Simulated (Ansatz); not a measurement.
# P (black): from the first guess to the electronic structure, part 2 of 2

Task: find the zero-pressure cell of P (black) and describe its electrons. Whether the element takes this structure at low temperature is a separate question.

Ansatz 0.2.0; DFT PBE, scalar-relativistic, plane waves, PAW.

### Step 3. Relaxing cell and atoms once more, on the mesh of the new cell

The input, input.yaml:

```yaml
crystal:
  lattice:
    - [1.6545381002, -5.6446290438, 0.0]
    - [1.6545381002, 5.6446290438, 0.0]
    - [0.0, 0.0, 4.5644847154]
  atoms:
    - { symbol: P, position: [0.4059914485, 0.5940085515, 0.5865671538] }
    - { symbol: P, position: [0.5940085515, 0.4059914485, 0.4134328462] }
    - { symbol: P, position: [0.9059914485, 0.0940085515, 0.9134328462] }
    - { symbol: P, position: [0.0940085515, 0.9059914485, 0.0865671538] }
basis:
  ecutwfc: 420
  ecutrho_ratio: 4
kpoints:
  mp_grid: { grid: [14, 14, 10] }
hamiltonian:
  xc: pbe
scf:
  occupations: { method: gaussian, width: 0.05 }
output:
  forces: true
  stress: true
  eigenvalues: true
relax:
  f_tol: 0.01
  max_steps: 30
  cell: { stress_tol: 0.04 }
```

What it wrote:

```text
Warning: RAYON_NUM_THREADS=8 ignored (pool sized by the plan → 8); use --threads N
Engine: ansatz 0.2.0, x86_64-unknown-linux-gnu
Pseudopotentials: kind: paw
Pseudopotential: P, paw, valence charge 5, recommended cutoff 420 eV (normal), P.paw.azcp
Functional definition: PBE
  parameter kappa = 0.804
  parameter beta = 0.06672455060314922
  exchange = pbe_x(kappa = kappa, mu = beta*pi^2/3)
  correlation = pbe_c(beta = beta)
Crystal: 4 atoms, lattice volume = 85.258 Å³
Basis set: ecut = 420 eV, 1709 PW (Γ), exchange–correlation on 80×80×64 points (8 copies of the dense FFT grid, shifted against one another)
Bands: 14, of which v1, the nominal top of the filled ones, is band 10 counted from 1 (9 counted from 0)
Symmetry: 8 space group operations
Space group: Cmce (ITA 64), of the structure as read, at distance tolerance 4.4e-5 Å
k-points: 342 of 1960
Non-local potential: P, projectors of the file, l = 0: 2, l = 1: 2, l = 2: 2
PAW form: soft (Blöchl's): semilocal exchange-correlation on the pseudo side does not see the compensation charge
PAW one-centre angular grid: P, 110 points (default); XC on 64 Gauss nodes
Initial density: superposition of atomic densities (neutral atoms: chi_scale 0, normalization atom), corrected by the library's trained network
Initial wavefunctions: pseudopotential atomic-orbital guess
Functional: x = pbe(κ = 0.804, μ = 0.2195149727645171), c = pbe(β = 0.06672455060314922)
SCF iter   1: F=—  HF=-3022.698422 eV  |F-HF|=—  |Δ(HF+E_count)|=         —  Δρ=2.11e-3  dr2=3.09e-3  ethr=1.77e-3  ⟨swp⟩=7.6  Hψ=35967  notcnv=0
preconditioner: auto → none  [insulator: Δε(μ)=0.128 eV  Ē_g=8.792 eV  σ=0.050 eV  W_gap=0.93  n_scr=12 (ndim 8)  ℏωp=18.0 eV  f_vac=0.000  D(μ)=0.00/eV (n_scr^D=0)  ε∞_Penn≈5.2]
SCF iter   2: F=—  HF=-3022.697852 eV  |F-HF|=—  |Δ(HF+E_count)|=   5.70e-4  Δρ=8.88e-4  dr2=4.12e-4  ethr=1.54e-5  ⟨swp⟩=3.0  Hψ=12556  notcnv=0
SCF iter   3: F=—  HF=-3022.697919 eV  |F-HF|=—  |Δ(HF+E_count)|=   6.76e-5  Δρ=4.20e-4  dr2=9.19e-5  ethr=2.06e-6  ⟨swp⟩=2.0  Hψ=7110  notcnv=0
SCF iter   4: F=—  HF=-3022.697968 eV  |F-HF|=—  |Δ(HF+E_count)|=   4.81e-5  Δρ=1.52e-4  dr2=2.23e-5  ethr=4.60e-7  ⟨swp⟩=2.9  Hψ=10270  notcnv=0
SCF iter   5: F=—  HF=-3022.697972 eV  |F-HF|=—  |Δ(HF+E_count)|=   4.05e-6  Δρ=3.08e-5  dr2=6.88e-7  ethr=1.12e-7  ⟨swp⟩=2.0  Hψ=7273  notcnv=0
SCF iter   6: F=-3022.697972 eV  HF=-3022.697972 eV  |F-HF|=6.17e-8  |Δ(HF+E_count)|=   6.78e-7  Δρ=6.77e-6  dr2=8.66e-8  ethr=5.00e-10  ⟨swp⟩=8.5  Hψ=29223  notcnv=0
SCF 1 converged in 6 iterations: F = -3022.697972 eV  dr2 = 8.66e-8
relax step   1: F+E_penalty+E_count = -3022.69797220 eV  Δ(F+E_penalty+E_count) = +0.000e0 eV  max|allowed force component| = 3.192e-3 eV/Å  Δτ_max = 0.0000 Å  P = +0.008 GPa  Ω = 85.258 Å³  (6 SCF iters, dr2 threshold 1.00e-7 eV, accepted)
Initial density: handed on by an earlier stage of this run
Initial wavefunctions: pseudopotential atomic-orbital guess (no wavefunctions were taken with the density)
iter 1 solved again at ethr=8.71e-7 eV; its pass at ethr=3.10e-3 eV (dr2=1.74e-4 eV) is discarded
SCF iter   1: F=—  HF=-3022.697969 eV  |F-HF|=—  |Δ(HF+E_count)|=         —  Δρ=6.40e-6  dr2=8.12e-8  ethr=8.71e-7  ⟨swp⟩=3.8  Hψ=51878  notcnv=0
eigensolver tolerance schedule: the retry pair's looser diagonalisation over-reported the residual by 2146.84 of it (diagonalisation noise at 1.52 of the residual, at the tolerance the schedule requests for it); recorded, not acted on — ethr = c·dr2/N_el stays at c = 1.0e-1
preconditioner: auto → none  [insulator: Δε(μ)=0.129 eV  Ē_g=8.793 eV  σ=0.050 eV  W_gap=0.93  n_scr=12 (ndim 8)  ℏωp=18.0 eV  f_vac=0.000  D(μ)=0.00/eV (n_scr^D=0)  ε∞_Penn≈5.2]
SCF iter   2: F=—  HF=-3022.697972 eV  |F-HF|=—  |Δ(HF+E_count)|=   3.74e-6  Δρ=2.36e-6  dr2=1.03e-8  ethr=4.06e-10  ⟨swp⟩=3.6  Hψ=11120  notcnv=0
SCF iter   3: F=—  HF=-3022.697972 eV  |F-HF|=—  |Δ(HF+E_count)|=   1.28e-9  Δρ=1.19e-6  dr2=1.03e-9  ethr=5.16e-11  ⟨swp⟩=2.0  Hψ=7224  notcnv=0
SCF iter   4: F=—  HF=-3022.697972 eV  |F-HF|=—  |Δ(HF+E_count)|=  5.22e-10  Δρ=5.02e-7  dr2=1.16e-10  ethr=5.15e-12  ⟨swp⟩=2.5  Hψ=8240  notcnv=0
iter 5 did not close the SCF: its close was put off for the readings that it lacked (scf_convergence_deferred on its scf_iter line)
SCF iter   5: F=-3022.697972 eV  HF=-3022.697972 eV  |F-HF|=1.55e-11  |Δ(HF+E_count)|=  2.54e-10  Δρ=1.10e-7  dr2=6.23e-12  ethr=1.00e-12  ⟨swp⟩=2.4  Hψ=7998  notcnv=0
SCF iter   6: F=-3022.697972 eV  HF=-3022.697972 eV  |F-HF|=2.27e-12  |Δ(HF+E_count)|=  1.96e-11  Δρ=9.92e-9  dr2=6.64e-14  ethr=1.00e-12  ⟨swp⟩=6.9  Hψ=29199  notcnv=0
SCF 2 converged in 6 iterations: F = -3022.697972 eV  dr2 = 6.64e-14
relax step   2: F+E_penalty+E_count = -3022.69797224 eV  Δ(F+E_penalty+E_count) = -3.957e-8 eV  max|allowed force component| = 3.184e-3 eV/Å  Δτ_max = 0.0000 Å  P = +0.008 GPa  Ω = 85.258 Å³  stress off target by 9.20e-3 GPa  SCF on the basis re-selected at this cell (its energy is not comparable with the rows above)  (6 SCF iters)
basis re-selected at this cell: Δ(F+E_penalty+E_count) = -3.957e-8 eV, ΔP = +0.000 GPa vs the last step (what re-selecting the basis moved, of the pressure what is left beyond the Pulay correction that the steps carried, after the strain that the cell walked since its last selection, with what the two solves' SCF thresholds leave and, on support functions, any second-order correction that the steps lacked; it is no measure of the basis error at this ecutwfc). This SCF's stress stands 9.20e-3 GPa from its target on what of the cell is left free (relax.cell.stress_tol is 4.00e-2 GPa) and its largest allowed force component is 3.18e-3 eV/Å (relax.f_tol is 1.00e-2 eV/Å): within both
SCF converged after 6 iterations
Free energy (F): -3022.697972 eV
Harris-Foulkes:  -3022.697972 eV  (|F-HF|=2.27e-12)
Internal energy: -3022.697967 eV  (E = F + TS)
E sigma→0 (E₀):  -3022.697969 eV
Entropy (-TS):   -0.000006 eV (-0.001 meV/atom)
Fermi energy:    6.333623 eV
--- Per-component energies (eV) ---
  E_band       = -7.084054
  E_kinetic    = 278.532422
  E_local      = -367.843460  (includes V_loc(G=0)·N_el)
  E_nonlocal   = 135.499495
  E_hartree    = 108.854416
  E_xc         = -244.360160
  E_vxc        = -240.896552  (∫ρ·V_xc dr)
  E_paw        = -2277.276863  (= ΣΔE_a)
  E_vpaw       = -30.084805  (= ΣTr[D̂ρ^β])
  E_aug_tail   = 0.000013  (compensation charges beyond the density's cutoff)
  E_ewald      = -656.103828
  E_smearing   = -0.000006  (= −TS)
  E_closure    = -0.000000  (closes the sum)
  Σ components = -3022.697972   (vs F -3022.697972, Δ=0.00e0)
--- Forces (eV/Å), atoms counted from 1 ---
  atom   1  P      0.00000000    -0.00054716    -0.00318379
  atom   2  P      0.00000000     0.00054716     0.00318379
  atom   3  P      0.00000000    -0.00054716     0.00318379
  atom   4  P      0.00000000     0.00054716    -0.00318379
  max |Σ_I F_I| component: 4.34e-19 eV/Å
--- Stress (GPa, compression-positive) ---
        0.007073       0.000000       0.000000
        0.000000       0.009196       0.000000
        0.000000       0.000000       0.008740
  P = ⅓ Tr σ = 0.0083 GPa (0.083 kbar)
--- Band table (eV; the first three rows and the last of 342) ---
  k-point 0: bands = ["-9.2216", "-6.5741", "-3.3302", "-0.1991", "1.3054", "1.5293", "2.4668", "3.6538", "3.9653", "5.2790", "6.9944", "7.4755", "8.3450", "9.1603"]
  k-point 1: bands = ["-9.1711", "-6.6513", "-3.3381", "-0.3291", "1.1976", "1.7376", "2.5045", "3.9381", "3.9753", "4.8905", "7.3393", "7.5932", "8.2559", "9.1026"]
  k-point 2: bands = ["-9.0215", "-6.8776", "-3.3122", "-0.7398", "1.1474", "2.2983", "2.6149", "3.8531", "4.1725", "4.6476", "7.6056", "7.9995", "8.2537", "8.9884"]
  k-point 341: bands = ["-8.0198", "-8.0198", "-2.8450", "-2.8450", "3.2400", "3.2400", "3.4909", "3.4909", "4.4784", "4.4784", "7.8072", "7.8072", "8.8317", "8.8317"]
--- Relaxed structure (1 steps of the walk, 1 accepted, 1 SCFs on fresh bases) ---
  F+E_penalty+E_count = -3022.69797224 eV   max|allowed force component| = 3.184e-3 eV/Å   (the final SCF, on the basis selected at the relaxed cell)
  cell:  # Å, volume = 85.2578 Å³
    - [1.6545381002, -5.6446290438, 0.0]
    - [1.6545381002, 5.6446290438, 0.0]
    - [0.0, 0.0, 4.5644847154]
  atoms:
    - { symbol: P, position: [0.4059914485, 0.5940085515, 0.5865671538] }
    - { symbol: P, position: [0.5940085515, 0.4059914485, 0.4134328461999999] }
    - { symbol: P, position: [0.9059914485, 0.09400855150000004, 0.9134328462] }
    - { symbol: P, position: [0.09400855150000004, 0.9059914485, 0.0865671538] }
```

Run time: 12 s. Hardware: 8 threads of an x86-64 CPU, shared host; peak memory 0.77 GiB.

The steps of the relaxation:

```tsv
step	energy from step 1 (meV/atom)	largest force component (eV/Å)	pressure (GPa)	volume (Å³/atom)
1	0.0	0.003	0.01	21.314
2	0.0	0.003	0.01	21.314
```

Step 1 is the start. Step 2 repeats the geometry before it on a plane-wave basis chosen anew for the final cell, which leaves the energy as it was. The run keeps the 8 symmetry operations that it found, so it can't reach a distortion that breaks them.

In short: volume 21.314 Å³/atom, pressure 0.01 GPa, gap on the mesh 0.13 eV.

### Step 4. The cell, before and after

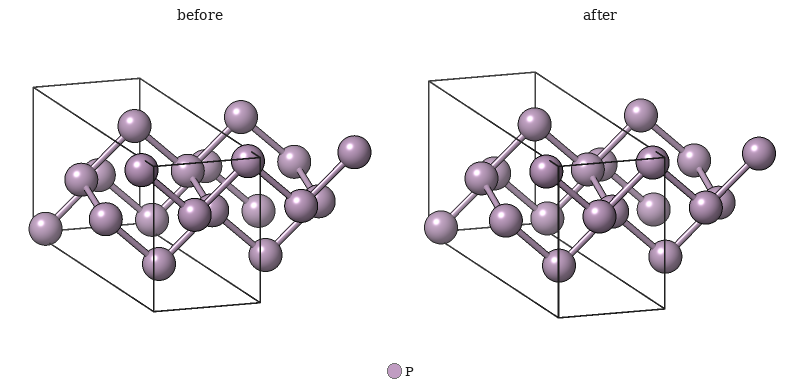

The structure before (left) and after (right), at one scale. Drawn in the start's conventional cell.

The cell before and after:

| cell as typed | before | after | change |
| --- | --- | --- | --- |
| a (Å) | 5.495 | 5.882 | +7.1 % |
| b (Å) | 5.495 | 5.882 | +7.1 % |
| c (Å) | 4.376 | 4.564 | +4.3 % |
| γ (°) | 144.90 | 147.33 | +2.42° |
| volume (Å³/atom) | 18.993 | 21.314 | +12.2 % |
| shortest distance (Å) | 2.224 | 2.228 | +0.2 % |
| space group | Cmce | Cmce | same |

### Step 5. The electronic structure

Edit input.yaml of step 3 so:

```diff
@@ -15,2 +15,9 @@
   mp_grid: { grid: [14, 14, 10] }
+  band_path:
+    path:
+      - [[0.0, 0.0, 0.0], [-0.5, 0.5, 0.0], [-0.27147943, 0.72852057, 0.0]]
+      - [[0.27147943, 0.27147943, 0.0], [0.0, 0.0, 0.0], [0.0, 0.0, 0.5], [0.27147943, 0.27147943, 0.5]]
+      - [[-0.27147943, 0.72852057, 0.5], [-0.5, 0.5, 0.5], [-0.5, 0.5, 0.0]]
+      - [[0.0, 0.0, 0.0], [0.0, 0.5, 0.0], [0.0, 0.5, 0.5], [0.0, 0.0, 0.5], [-0.5, 0.5, 0.5]]
+    npoints: 14
 hamiltonian:
@@ -19,2 +26,3 @@
   occupations: { method: gaussian, width: 0.05 }
+  n_extra_bands: 11
 output:
@@ -23,5 +31,4 @@
   eigenvalues: true
-relax:
-  f_tol: 0.01
-  max_steps: 30
-  cell: { stress_tol: 0.04 }
+  populations: true
+  dos: { projected: true, de: 0.02, nscf_kmesh: { grid: [21, 21, 15] } }
+  bader: false
```

What it wrote:

```text
Warning: RAYON_NUM_THREADS=8 ignored (pool sized by the plan → 8); use --threads N
scf.n_extra_bands = 11 over 10 filled bands (N_el = 20.0): the run solves 21 bands
[... 8 set-up lines as earlier in the session ...]
Crystal: 4 atoms, lattice volume = 85.258 Å³
Basis set: ecut = 420 eV, 1709 PW (Γ), exchange–correlation on 80×80×64 points (8 copies of the dense FFT grid, shifted against one another)
Bands: 21, of which v1, the nominal top of the filled ones, is band 10 counted from 1 (9 counted from 0)
[... 2 set-up lines as earlier in the session ...]
k-points: 342 of 1960
[... 6 set-up lines as earlier in the session ...]
SCF iter   1: F=—  HF=-3022.698695 eV  |F-HF|=—  |Δ(HF+E_count)|=         —  Δρ=2.18e-3  dr2=3.51e-3  ethr=1.77e-3  ⟨swp⟩=6.9  Hψ=47890  notcnv=0  defer=280
preconditioner: auto → none  [insulator: Δε(μ)=0.129 eV  Ē_g=11.595 eV  σ=0.050 eV  W_gap=0.93  n_scr=12 (ndim 8)  ℏωp=18.0 eV  f_vac=0.000  D(μ)=0.00/eV (n_scr^D=0)  ε∞_Penn≈3.4]
SCF iter   2: F=—  HF=-3022.697976 eV  |F-HF|=—  |Δ(HF+E_count)|=   7.19e-4  Δρ=9.56e-4  dr2=7.27e-4  ethr=1.75e-5  ⟨swp⟩=2.9  Hψ=14286  notcnv=0  defer=927
SCF iter   3: F=—  HF=-3022.697919 eV  |F-HF|=—  |Δ(HF+E_count)|=   5.77e-5  Δρ=4.77e-4  dr2=1.18e-4  ethr=3.64e-6  ⟨swp⟩=2.0  Hψ=7485  notcnv=0  defer=927
SCF iter   4: F=—  HF=-3022.697954 eV  |F-HF|=—  |Δ(HF+E_count)|=   3.51e-5  Δρ=2.26e-4  dr2=2.61e-5  ethr=5.88e-7  ⟨swp⟩=2.8  Hψ=10270  notcnv=0  defer=927
SCF iter   5: F=—  HF=-3022.697971 eV  |F-HF|=—  |Δ(HF+E_count)|=   1.73e-5  Δρ=5.82e-5  dr2=2.47e-6  ethr=1.31e-7  ⟨swp⟩=2.5  Hψ=8796  notcnv=0  defer=927
SCF iter   6: F=—  HF=-3022.697972 eV  |F-HF|=—  |Δ(HF+E_count)|=   1.31e-6  Δρ=8.02e-6  dr2=1.07e-7  ethr=1.23e-8  ⟨swp⟩=2.7  Hψ=10424  notcnv=0  defer=927
SCF iter   7: F=-3022.697972 eV  HF=-3022.697972 eV  |F-HF|=9.57e-9  |Δ(HF+E_count)|=   2.37e-9  Δρ=2.60e-6  dr2=1.31e-8  ethr=5.00e-10  ⟨swp⟩=10.9  Hψ=41159  notcnv=0
SCF 1 converged in 7 iterations: F = -3022.697972 eV  dr2 = 1.31e-8
NSCF: frozen V_eff on 158 k-points
NSCF: frozen V_eff on 968 k-points
SCF converged after 7 iterations
Free energy (F): -3022.697972 eV
Harris-Foulkes:  -3022.697972 eV  (|F-HF|=9.57e-9)
Internal energy: -3022.697967 eV  (E = F + TS)
E sigma→0 (E₀):  -3022.697969 eV
Entropy (-TS):   -0.000006 eV (-0.001 meV/atom)
Fermi energy:    6.333630 eV
--- Per-component energies (eV) ---
  E_band       = -7.084431
  E_kinetic    = 278.532658
  E_local      = -367.844539  (includes V_loc(G=0)·N_el)
  E_nonlocal   = 135.499501
  E_hartree    = 108.855320
  E_xc         = -244.360223
  E_vxc        = -240.896635  (∫ρ·V_xc dr)
  E_paw        = -2277.276868  (= ΣΔE_a)
  E_vpaw       = -30.084799  (= ΣTr[D̂ρ^β])
  E_aug_tail   = 0.000013  (compensation charges beyond the density's cutoff)
  E_ewald      = -656.103828
  E_smearing   = -0.000006  (= −TS)
  E_closure    = -0.000000  (closes the sum)
  Σ components = -3022.697972   (vs F -3022.697972, Δ=0.00e0)
--- Forces (eV/Å), atoms counted from 1 ---
  atom   1  P      0.00000000    -0.00054800    -0.00319107
  atom   2  P      0.00000000     0.00054800     0.00319107
  atom   3  P      0.00000000    -0.00054800     0.00319107
  atom   4  P      0.00000000     0.00054800    -0.00319107
  max |Σ_I F_I| component: 0.00e0 eV/Å
--- Stress (GPa, compression-positive) ---
        0.006772       0.000000       0.000000
        0.000000       0.009180       0.000000
        0.000000       0.000000       0.008637
  P = ⅓ Tr σ = 0.0082 GPa (0.082 kbar)
--- Band table (eV; the first three rows and the last of 342) ---
  k-point 0: bands = ["-9.2216", "-6.5741", "-3.3303", "-0.1991", "1.3054", "1.5292", "2.4668", "3.6538", "3.9652", "5.2790", "6.9944", "7.4755", "8.3449", "9.1602", "11.6669", "12.5185", "12.9992", "13.4372", "13.9926", "14.4734", "14.5649"]
  k-point 1: bands = ["-9.1711", "-6.6513", "-3.3381", "-0.3292", "1.1977", "1.7376", "2.5045", "3.9381", "3.9753", "4.8905", "7.3393", "7.5932", "8.2558", "9.1026", "11.3860", "12.0761", "13.3462", "13.4693", "14.2779", "14.3288", "14.7838"]
  k-point 2: bands = ["-9.0216", "-6.8776", "-3.3122", "-0.7398", "1.1474", "2.2983", "2.6149", "3.8530", "4.1725", "4.6476", "7.6055", "7.9995", "8.2537", "8.9884", "10.8044", "11.6045", "13.3572", "13.5874", "14.0311", "14.4538", "14.8704"]
  k-point 341: bands = ["-8.0199", "-8.0199", "-2.8450", "-2.8450", "3.2400", "3.2400", "3.4909", "3.4909", "4.4784", "4.4784", "7.8072", "7.8072", "8.8317", "8.8317", "9.4366", "9.4366", "12.1331", "12.1331", "14.3677", "14.3677", "15.7177"]
--- Löwdin populations: 4 sites ---
  site symbol       q [e]
     0      P      4.9177
     1      P      4.9177
     2      P      4.9177
     3      P      4.9177
  spilling = 0.016470 (of n_electrons = 20.000000)
```

Run time: 18 s. Hardware: 8 threads of an x86-64 CPU, shared host; peak memory 1.2 GiB.

Read off: volume 21.314 Å³/atom, pressure 0.01 GPa, mesh gap 0.13 eV.

From the band file, the three levels under and over the Fermi level at the path's corners (eV, zero at the valence-band top):

```tsv
point	filled	empty
Γ	-2.62 -2.30 -0.99	0.73 1.21 2.08
Y	-2.18 -1.60 0.00	0.13 1.02 2.23
C0	-3.20 -2.47 -2.31	0.74 0.91 1.33
Σ0	-3.20 -2.47 -2.31	0.74 0.91 1.33
Z	-3.01 -1.51 -1.51	1.56 1.56 2.99
A0	-4.68 -1.61 -1.61	1.85 1.85 3.37
E0	-4.68 -1.61 -1.61	1.85 1.85 3.37
T	-2.78 -1.79 -1.79	1.54 1.54 2.56
S	-3.21 -2.47 -2.47	0.75 0.75 1.54
R	-5.14 -1.69 -1.69	1.80 1.80 3.48
```

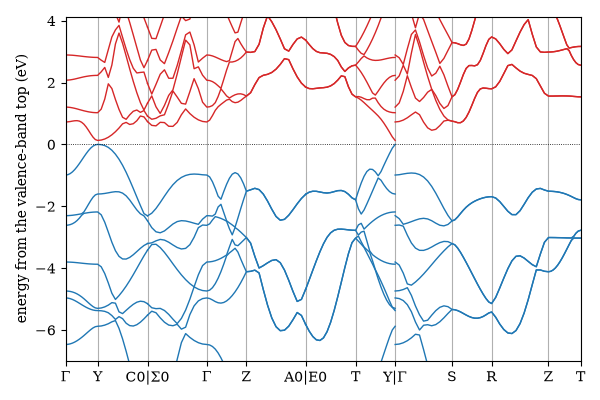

Bands along the path; filled bands blue, empty bands red. Levels are joined in order of energy over 14 intervals a leg, so crossings can look like kinks. Deeper bands lie below the window.

The density of states, summed over windows 1 eV wide (valence-band top at zero):

```tsv
from	to	total	P 3p	P 3s
-7	-6	1.01	0.85	0.15
-6	-5	2.40	2.12	0.24
-5	-4	1.75	1.46	0.25
-4	-3	2.66	2.34	0.26
-3	-2	1.95	1.67	0.23
-2	-1	2.37	2.00	0.31
-1	0	0.25	0.22	0.03
0	1	0.77	0.57	0.13
1	2	2.54	1.80	0.36
2	3	3.49	2.65	0.31
3	4	2.42	1.75	0.19
```

Below -7 eV the file holds 2.7 more states, down to its end at -10 eV.

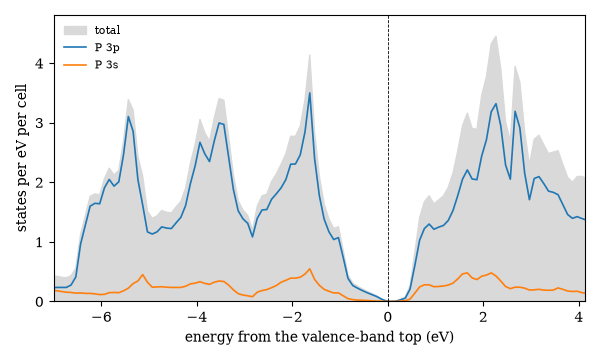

Total and projected density of states, in bins of 0.1 eV; the range shown is -7 to 4.1289 eV.

### Step 6. Results

What follows sums up all 2 parts. Changes of volume or cell count from the first structure of part 1.

| quantity | value |
| --- | --- |
| space group | Cmce (No. 64) |
| conventional cell | a = 3.309 Å, b = 11.289 Å, c = 4.564 Å, α = 90.00°, β = 90.00°, γ = 90.00° |
| volume | 21.314 Å³/atom |
| pressure | 0.01 GPa |
| gap | 0.13 eV on the path, direct |

What this shows: From the first run shown, the volume went from 18.99 to 21.31 Å³/atom (+12.2 %) in 2 runs, where the pressure is zero within 0.01 GPa. The gap on the path is direct, 0.13 eV, with the valence top at Y and the conduction bottom at Y; the top 1 eV of the valence band is led by P 3p (89 % of the projected weight), the lowest 1 eV of the conduction band by P 3p (82 % of the projected weight). It is the Kohn-Sham gap of a semilocal functional; such gaps usually fall short of measured ones. Measured lattice constant a of P: 3.3164 Å (quoted in “Access and in situ Growth of Phosphorene-Precursor Black Phosphorus”, 2014, arxiv:1406.7275). This calculation gives 3.309 Å (-0.2 %). 3 values of this kind are on record (3.313 to 3.3164 Å); this one was drawn at random among those near their median, those with a stated uncertainty first. The calculation is for 0 K without zero-point motion. This crystal is held partly by dispersion, which the functional lacks or mimics, and that can dominate the miss. Measured lattice constant c of P: 4.379 Å (quoted in “Access and in situ Growth of Phosphorene-Precursor Black Phosphorus”, 2014, arxiv:1406.7275). This calculation gives 4.564 Å (+4.2 %). 2 values of this kind are on record (4.374 to 4.379 Å); this one was drawn at random among those near their median, those with a stated uncertainty first.
